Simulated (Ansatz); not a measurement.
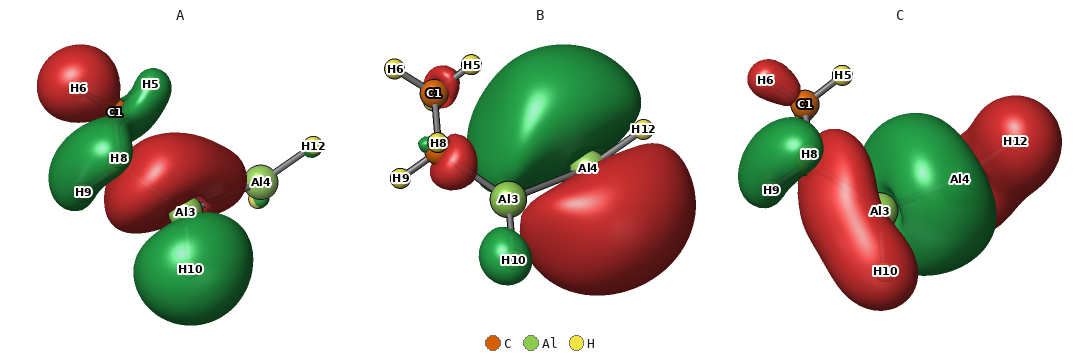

Figure. C₂H₈Al₂ (SMILES C[CH2][AlH][AlH2]). Three frontier orbitals at ±0.06 Å⁻³ᐟ² (green and red are the two phases), in no order.

Geometry: PBE0-D4/def2-TZVP.

The calculation used Ansatz, RKS PBE0-D4/def2-TZVPP.

```xyz
12

C    -0.7535    1.5116   -0.0464
C     0.2653    0.9785    0.9576
Al    0.9210   -0.8547    0.6650
Al    0.0918   -2.3080   -1.3219
H    -0.3503    1.5219   -1.0637
H    -1.0705    2.5340    0.1814
H    -1.6575    0.8952   -0.0698
H     1.1462    1.6342    0.9965
H    -0.1438    1.0155    1.9768
H     1.9939   -1.4128    1.7140
H    -1.1799   -3.2686   -1.2088
H     0.8144   -2.3018   -2.7469
```

Which picture is the HOMO−1, the HOMO and the LUMO?

A is the HOMO−1 (−7.68 eV). Its weight (Hirshfeld) is mainly on C2 (about 25 %), Al3 (about 25 %), H10 (about 25 %) and C1 (about 10 %). C is the HOMO (−6.62 eV). It lies mainly on Al4 (about 35 %), Al3 (about 30 %), C2 (about 10 %), H12 (about 5 %) and H11 (about 5 %). B is the LUMO (−1.98 eV). It lies mainly on Al4 (about 70 %) and Al3 (about 15 %).

What is the HOMO–LUMO gap?

4.64 eV between the orbital energies.
